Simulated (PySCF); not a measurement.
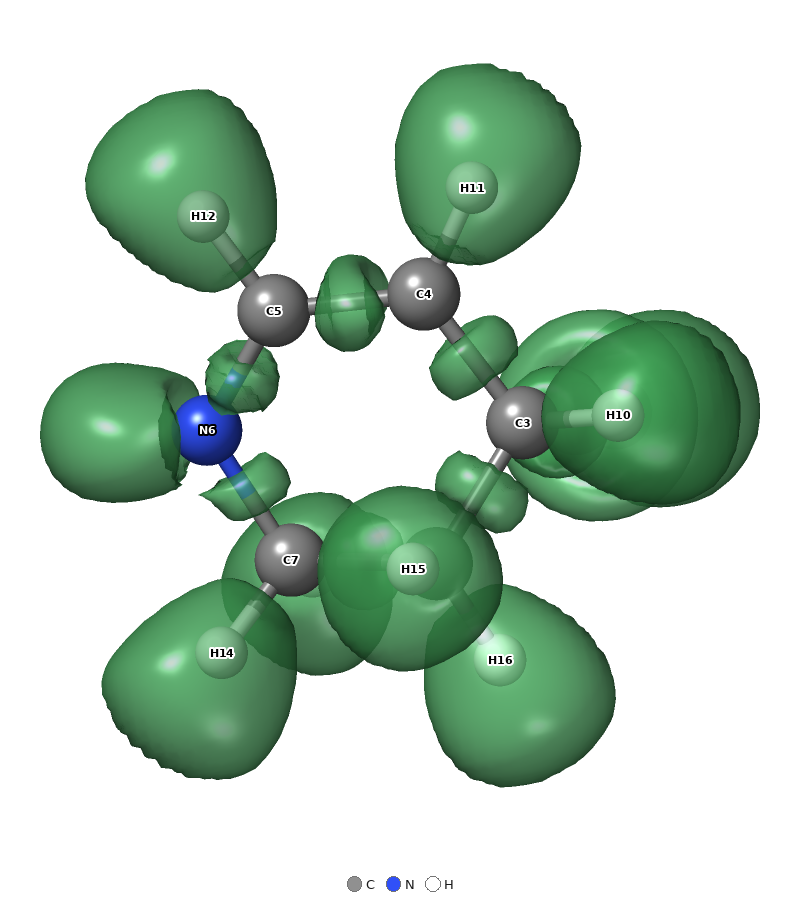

Figure 1: C7H8N (SMILES C#C[C@H]1[CH]C=NCC1) (doublet). Isosurface of the electron localisation function at 0.8 (green), seen at an oblique angle. Only the valence region is drawn (cores and ρ < 0.01 e/Å³ removed).

Geometry: GFN2-xTB.

These are results of UKS B3LYP, pcH-1 on C H N, non-relativistic, mean-field spin-orbit, GIAO in PySCF 2.14.0, density-fitted response routines, not measurements.

```yaml
atoms:
  - { symbol: C, position_ang: [2.0144, 0.1292, -1.8726] }
  - { symbol: C, position_ang: [1.5261, 0.0762, -0.7812] }
  - { symbol: C, position_ang: [0.8899, 0.0439, 0.5303] }
  - { symbol: C, position_ang: [0.1292, 1.3190, 0.7054] }
  - { symbol: C, position_ang: [-1.2227, 1.3601, 0.4139] }
  - { symbol: N, position_ang: [-1.9258, 0.3776, -0.0797] }
  - { symbol: C, position_ang: [-1.2996, -0.8916, -0.2460] }
  - { symbol: C, position_ang: [-0.0846, -1.1358, 0.6531] }
  - { symbol: H, position_ang: [2.4629, 0.1595, -2.8204] }
  - { symbol: H, position_ang: [1.6819, -0.0371, 1.2864] }
  - { symbol: H, position_ang: [0.6701, 2.2152, 0.9639] }
  - { symbol: H, position_ang: [-1.7640, 2.2911, 0.5414] }
  - { symbol: H, position_ang: [-1.0037, -0.9697, -1.3030] }
  - { symbol: H, position_ang: [-2.0677, -1.6548, -0.0772] }
  - { symbol: H, position_ang: [-0.4196, -1.2018, 1.6915] }
  - { symbol: H, position_ang: [0.4055, -2.0720, 0.3828] }
```

Q: Identify the bonds, lone pairs and shells in this picture.

A: The ELF exceeds this value in six regions between bonded C–C atoms (shared pairs), two regions between bonded C–N atoms (shared pairs), eight regions around hydrogen nuclei and one lobe on N, pointing away from the bonds (non-bonding electrons). Along the contacts the grid gives the following. C–C (1.20 Å): the ELF peaks at about 0.85 between the atoms (a multiple bond). C–N (1.31 Å): the ELF peaks at about 0.90 between the atoms, as expected for localised, covalent bonding.
